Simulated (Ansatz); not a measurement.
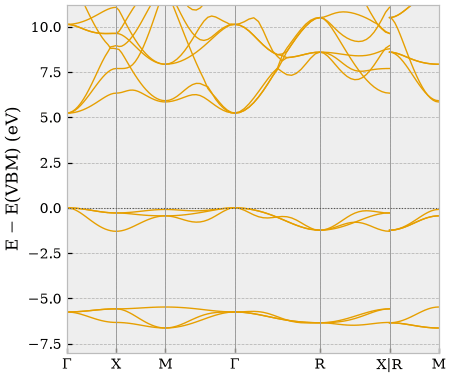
Figure: Band structure from plane-wave PAW PBEsol (Ansatz code)

Read off the gap and where the band edges lie.

About 5.2 eV (5.23 eV by a search for the band edges); maximum at Γ, minimum at Γ.

The material is CsCl (CsCl type, space group No. 221).

Space group Pm-3m (CsCl type). Symmetry was held in the PBEsol relaxation. Scalar-relativistic: spin–orbit coupling is off unless named, which matters more the heavier the elements.

Potentials: the later of the program's two PAW sets.
